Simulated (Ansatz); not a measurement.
# Calculations on GaNH$_{6}$O

## 1. Relaxation

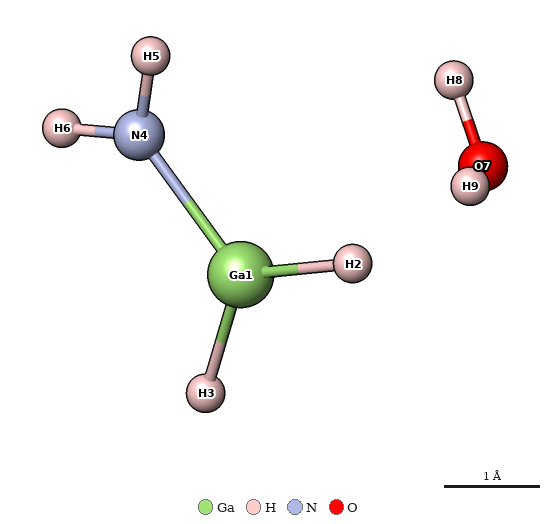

Starting structure of GaNH6O. Style: ball-and-stick. Shown face on.

The run prepares an end point of a later path (reaction) calculation, from a guessed geometry.

The calculation used RKS PBE0/def2-SVPD (Ansatz).

Input file:
```yaml
crystal:
  periodic: [false, false, false]
  atoms:
    - { symbol: Ga, position_ang: [0.027069, -0.172887, -0.16587] }
    - { symbol: H, position_ang: [-0.102702, -0.295945, 1.395322] }
    - { symbol: H, position_ang: [1.346388, -0.118888, -0.985754] }
    - { symbol: "N", position_ang: [-1.558929, -0.210304, -1.058834] }
    - { symbol: H, position_ang: [-2.461619, -0.311463, -0.616859] }
    - { symbol: H, position_ang: [-1.642615, -0.167664, -2.065299] }
    - { symbol: O, position_ang: [-0.26838, 2.395764, 1.324581] }
    - { symbol: H, position_ang: [-1.16752, 2.593442, 1.039491] }
    - { symbol: H, position_ang: [-0.337592, 1.517846, 1.76302] }
basis:
  gaussian: { orbitals: def2-SVPD }
hamiltonian:
  xc: pbe0
relax:
  f_tol: 0.03
  max_steps: 50
```

Command:
```bash
ansatz run input.yaml --threads 4 --pin off --max-ram 5120MiB --backend cpu --events-out ev --progress --plain --runs-dir out
```

Q: Where does the relaxation end?

A: H8 moves most after the best rigid fit: 1.06 Å. By element the largest moves are H 1.06 Å, O 0.67 Å, N 0.56 Å, Ga 0.26 Å. Among the contacts that change: Ga1–H8 3.245 → 2.266 Å, Ga1–O7 2.984 → 2.199 Å, Ga1–N4 1.820 → 1.894 Å, O7–H8 0.964 → 0.990 Å. New bonds form, among them: Ga1–O7 (2.98 → 2.20 Å). Bond angles that change, for instance: Ga1–N4–H5 124.5° → 118.8°, H8–O7–H9 104.4° → 107.9°, H5–N4–H6 111.5° → 108.4°. The energy falls by 9.00 kcal/mol in 12 accepted moves (13 points after the start). The largest force component goes from 0.83 to 0.01 eV/Å. The line search rejected the trial step at point 1 of the run.

Step by step:

```
step  E − E(0), kcal/mol  largest force component, eV/Å      note
   0                0.00                         0.8320          
   1                1.85                         2.0703  rejected
   2               -0.77                         0.7355          
   3               -1.62                         0.9320          
   4               -2.56                         1.1823          
   5               -5.15                         0.4314          
   6               -6.20                         0.8661          
   7               -7.21                         0.5605          
   8               -7.93                         0.3377          
   9               -8.40                         0.8110          
  10               -8.86                         0.2941          
  11               -8.96                         0.1218          
  12               -9.00                         0.0963          
  13               -9.00                         0.0104
```

The structure at the end:

```xyz
9

Ga    0.0805   -0.0842    0.0726
H     0.0089   -0.9124    1.4037
H     1.3459    0.1269   -0.8186
N    -1.5951    0.2500   -0.7451
H    -2.3974   -0.2995   -0.4572
H    -1.6374    0.3742   -1.7508
O    -0.3036    1.9444    0.8283
H    -1.1494    1.8013    0.3340
H    -0.5183    2.0292    1.7629
```

The end point in the same view:

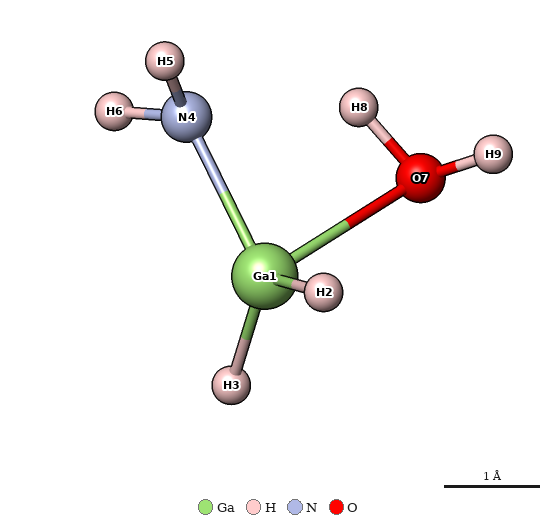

## 2. Relaxation

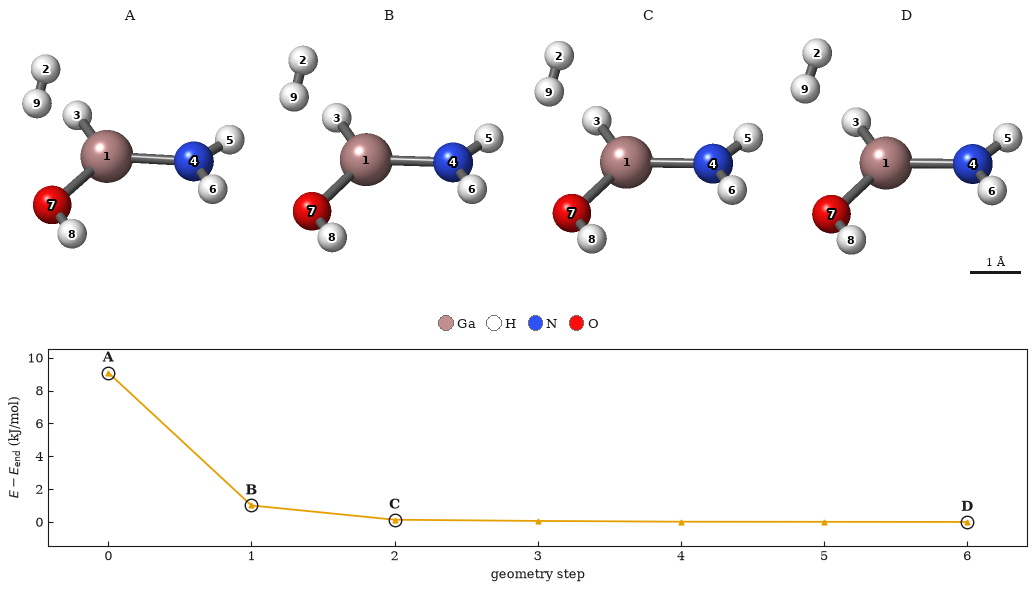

Frames of a relaxation of GaNH6O, marked on the history of the run. Style: ball-and-stick. Shown at a tilt.

The run prepares an end point of a later path (reaction) calculation, from a guessed geometry.

Method: RKS PBE0/def2-SVPD in Ansatz 0.2.0.

The input:
```yaml
crystal:
  periodic: [false, false, false]
  atoms:
    - { symbol: Ga, position_ang: [-0.130074, 0.494684, -0.397912] }
    - { symbol: H, position_ang: [-0.034093, 0.042131, 2.336164] }
    - { symbol: H, position_ang: [1.188518, -0.306081, -0.494467] }
    - { symbol: "N", position_ang: [-1.728935, -0.054296, -1.050689] }
    - { symbol: H, position_ang: [-1.864437, -0.907267, -1.574961] }
    - { symbol: H, position_ang: [-2.580942, 0.488582, -0.998857] }
    - { symbol: O, position_ang: [-0.088879, 2.115412, 0.375467] }
    - { symbol: H, position_ang: [-0.895376, 2.634625, 0.335526] }
    - { symbol: H, position_ang: [-0.031683, 0.722109, 2.099529] }
basis:
  gaussian: { orbitals: def2-SVPD }
hamiltonian:
  xc: pbe0
relax:
  f_tol: 0.03
  max_steps: 50
```

Command:
```bash
ansatz run input.yaml --threads 4 --pin off --max-ram 5120MiB --backend cpu --events-out ev --progress --plain --runs-dir out
```

Describe the path.

The largest moves after the best rigid fit, 0.40 Å, are those of H2 and H9. Largest moves by element: H 0.40 Å, O 0.23 Å, Ga 0.16 Å, N 0.07 Å. Some distances before and after: H2–H9 0.720 → 0.762 Å. After 6 geometry steps the energy has fallen by 9.09 kJ/mol. The largest force component goes from 1.7 to 0.022 eV/Å. The run took 16 s on 4 threads of Arm Neoverse V1, on a shared host, peak memory 0.31 GiB. From step 0 to 1: H2 moves most (0.20 Å), energy −8.09 kJ/mol. From step 1 to 2: H9 moves most (0.16 Å), energy −0.87 kJ/mol. From step 2 to 6: H9 moves most (0.09 Å), energy −0.14 kJ/mol.

| step | E − E(0), kJ/mol | largest force component, eV/Å |
| --- | --- | --- |
| 0 | 0.00 | 1.7169 |
| 1 | -8.09 | 0.0864 |
| 2 | -8.96 | 0.0797 |
| 3 | -9.03 | 0.0608 |
| 4 | -9.08 | 0.0530 |
| 5 | -9.08 | 0.0416 |
| 6 | -9.09 | 0.0215 |

Limits of the set-up: the start holds two separate molecules, 2.2 Å apart at their closest, whose relative position is a soft coordinate and is computed without a dispersion correction.

## 3. Path

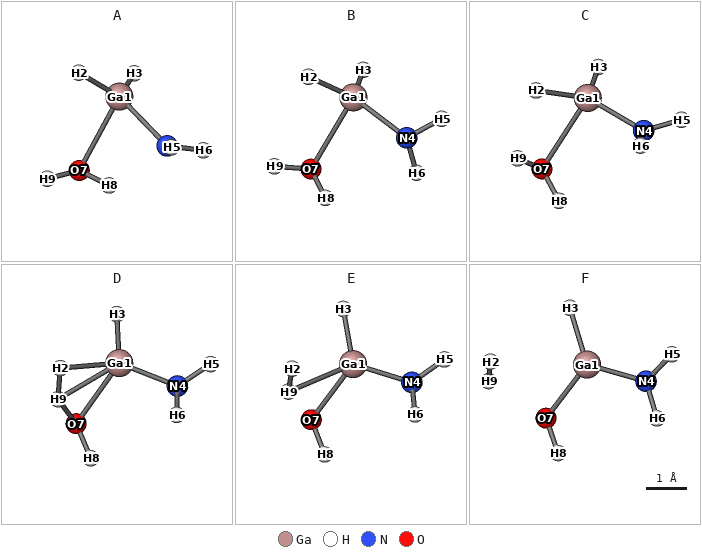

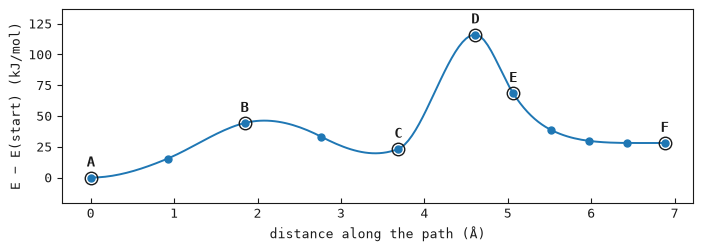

A nudged-elastic-band calculation for GaNH6O. Images are numbered from 0 (start) to 10 (end). Frames A to F are images 0, 2, 4, 5, 6, 10. The picture is a ball-and-stick view, seen at a tilt.

The calculation used RKS PBE0/def2-SVPD (Ansatz 0.2.0). Set-up: 9 movable images; climbing image; force threshold 0.03 eV/Å; iteration limit 60; starting path through a guess of the saddle point.

Describe the mechanism and the energy profile.

Answer. The path has more than one stage, and so few images may leave a stage unresolved. Breaking: Ga1–H2 (1.57 → 1.84 at the top → 3.32 Å), O7–H9 (0.96 → 1.30 at the top → 2.82 Å). Forming: H2–H9 (3.01 → 1.00 at the top → 0.76 Å). Forward barrier 116.2 kJ/mol, backward barrier 88.1 kJ/mol, with image 5 at the top; the reaction energy is +28.1 kJ/mol. The profile has 2 maxima (images 2, 5) with a dip at image 4 (+23.3 kJ/mol), so the process runs in steps. The band converged in 27 iterations. The largest component of the band force went from 5.9 to 0.013 eV/Å. The climbing image converged on the top of the path. Its vibrational analysis gives one imaginary mode (1225i cm⁻¹), as a transition state must have.
